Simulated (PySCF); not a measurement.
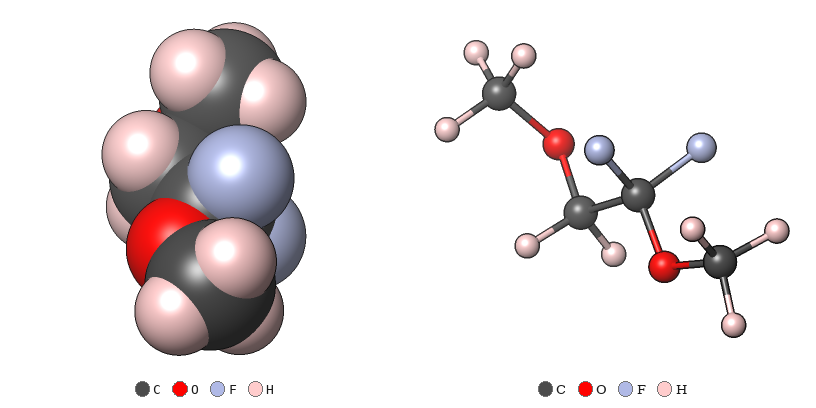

Two views of one molecule.

The computed structure is the end point of a PBE0-D3(BJ)/def2-SVP optimisation. No frequency run is at hand to confirm it as a minimum.

Identify the structure.

The molecule is C₄H₈F₂O₂. Its SMILES string is `COCC(F)(F)OC`. It has no ring. Among its groups: ether, C–F bond. The point group is C1. Coordination: 4 C tetrahedral; 2 O bent.

The parts below concern this one geometry. Atoms keep their numbers from picture to picture.

## Geometry

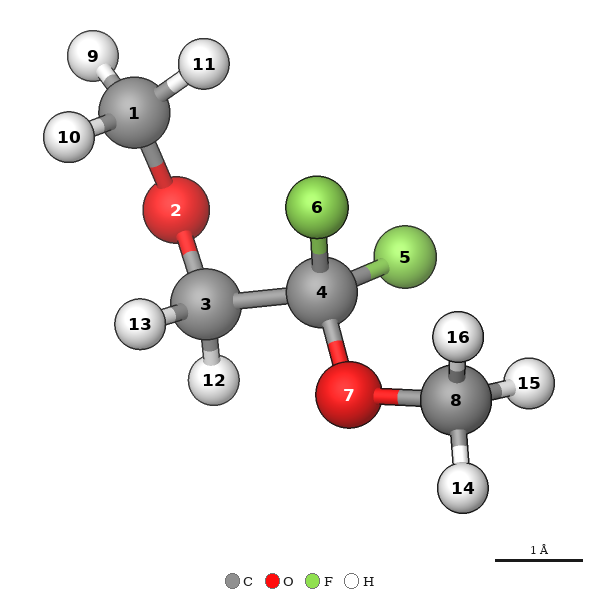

Numbered structure. No frequency run is at hand to confirm it as a minimum.

List the bonds and their lengths.

| bond | length (Å) | order |
| --- | --- | --- |
| C1–O2 | 1.402 | single |
| C1–H9 | 1.099 | single |
| C1–H10 | 1.107 | single |
| C1–H11 | 1.103 | single |
| O2–C3 | 1.383 | single |
| C3–C4 | 1.521 | single |
| C3–H12 | 1.100 | single |
| C3–H13 | 1.108 | single |
| C4–F5 | 1.354 | single |
| C4–F6 | 1.367 | single |
| C4–O7 | 1.348 | single |
| O7–C8 | 1.416 | single |
| C8–H14 | 1.096 | single |
| C8–H15 | 1.100 | single |
| C8–H16 | 1.100 | single |

## Charges

The questions are on IAO charges. No frequency run is at hand to confirm it as a minimum. Properties computed with PBE0/pcSseg-1 in dichloromethane (IEF-PCM) (PySCF 2.14.0).

Give the IAO charges atom by atom.

| atom | value (e) |
| --- | --- |
| C1 | −0.20 |
| O2 | −0.39 |
| C3 | −0.08 |
| C4 | 0.70 |
| F5 | −0.31 |
| F6 | −0.32 |
| O7 | −0.38 |
| C8 | −0.22 |
| H9 | 0.16 |
| H10 | 0.13 |
| H11 | 0.14 |
| H12 | 0.18 |
| H13 | 0.14 |
| H14 | 0.17 |
| H15 | 0.15 |
| H16 | 0.15 |

## Excitation

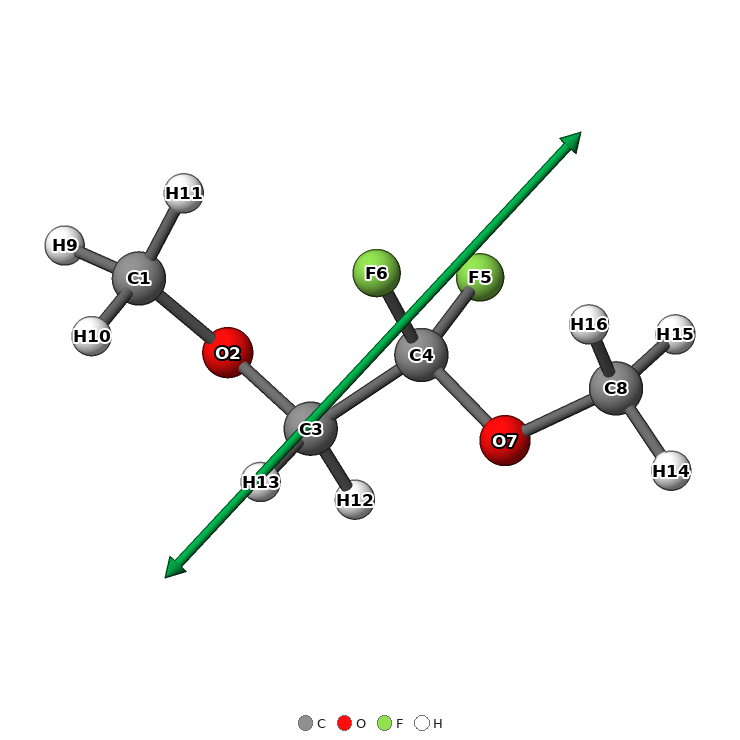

The double arrow shows the direction of the transition dipole to excited singlet state 2 (its length means nothing). No frequency run is at hand to confirm it as a minimum. Level of theory: TDDFT CAM-B3LYP/def2-SVPD, vertical, IEF-PCM dichloromethane (non-equilibrium linear response), core orbitals frozen in the response (PySCF 2.14.0).

> Give its energy, strength and character.

8.51 eV (146 nm), oscillator strength 0.049, of mixed character, with the largest part HOMO → LUMO+2 (weight 0.42); transition dipole 1.23 D.

## Core levels

No frequency run is at hand to confirm it as a minimum. Properties computed with delta-SCF UKS SCAN, pcX-2 on the ionised atom, pcseg-1 elsewhere, spin-free X2C (PySCF 2.14.0).

Give the core-electron binding energies (to vacuum) of C1 1s, O2 1s, C3 1s, C4 1s, F5 1s, O7 1s, C8 1s.

```csv
atom,level,binding energy (eV)
C1,1s,292.3
O2,1s,538.8
C3,1s,292.7
C4,1s,296.7
F5,1s,693.1
O7,1s,539.6
C8,1s,292.7
```
